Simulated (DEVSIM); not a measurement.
Device: Ni/SiO2/p-GaSb capacitor, at 300 K.

| layer (left to right) | material | thickness (nm) | Na (cm⁻³) |
|---|---|---|---|
| 1 | SiO2 | 0.680 | - |
| 2 | GaSb | 1400 | 1.8e17 |

Metal gate on the left, work function 5.1 eV. Fixed charge at the semiconductor interface 0 cm⁻² (in units of +e); interface traps 2.5e10 cm⁻² eV⁻¹, uniform in energy, neutral level at 0.5 of the gap above the valence band.

Constants are typed, rounded textbook-type inputs, not results; the design itself was drawn at random and stands for no fabricated device. Values at 300 K.

| parameter | SiO2 | GaSb |
|---|---|---|
| gap (eV) | 9 | 0.726 |
| affinity (eV) | 0.9 | 4.06 |
| permittivity | 3.9 | 15.7 |
| Nc (cm⁻³) | - | 2.1e17 |
| Nv (cm⁻³) | - | 1.8e19 |

DEVSIM, 1D Poisson equation in equilibrium, Boltzmann statistics, complete ionisation; no quantum confinement or tunnelling. Metal contacts follow the ideal Schottky-Mott rule: no Fermi-level pinning, no interface dipoles.

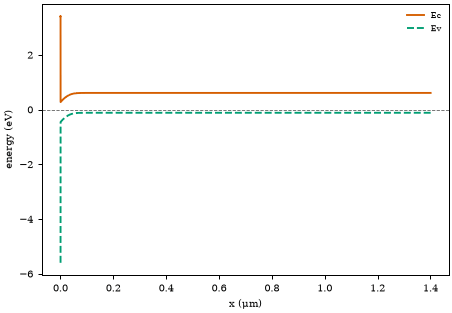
Fig. 1. Band edges at 0.8 V on the gate

Energies count from the Fermi level of the right contact; mesh points crowd at the junctions.

```
x (μm)     Ec (eV)  Ev (eV)  n (cm⁻³)  p (cm⁻³)  field (V/cm)
---------  -------  -------  --------  --------  ------------
0.000        3.400   -5.600     < 1e2     < 1e2        460000
0.0003773    3.417   -5.583     < 1e2     < 1e2        460000
0.0009416    0.274   -0.452    5.3e12    4.5e11        110000
0.002049     0.286   -0.440    3.3e12    7.3e11        110000
0.005220     0.320   -0.406    8.8e11    2.7e12        100000
0.01000      0.367   -0.359    1.4e11    1.7e13         94000
0.01880      0.442   -0.284     7.8e9    3.1e14         76000
0.04296      0.567   -0.159     6.3e7    3.8e16         29000
0.07675      0.604   -0.122     1.5e7    1.6e17          2200
0.1416       0.607   -0.119     1.3e7    1.8e17           ≈ 0
0.2607       0.607   -0.119     1.3e7    1.8e17           ≈ 0
0.5880       0.607   -0.119     1.3e7    1.8e17           ≈ 0
0.9347       0.607   -0.119     1.3e7    1.8e17           ≈ 0
1.148        0.607   -0.119     1.3e7    1.8e17           ≈ 0
1.285        0.607   -0.119     1.3e7    1.8e17           ≈ 0
1.338        0.607   -0.119     1.3e7    1.8e17           ≈ 0
1.367        0.607   -0.119     1.3e7    1.8e17           ≈ 0
1.383        0.607   -0.119     1.3e7    1.8e17           ≈ 0
1.393        0.607   -0.119     1.3e7    1.8e17           ≈ 0
1.397        0.607   -0.119     1.3e7    1.8e17           ≈ 0
1.399        0.607   -0.119     1.3e7    1.8e17           ≈ 0
1.401        0.607   -0.119     1.3e7    1.8e17           ≈ 0
```
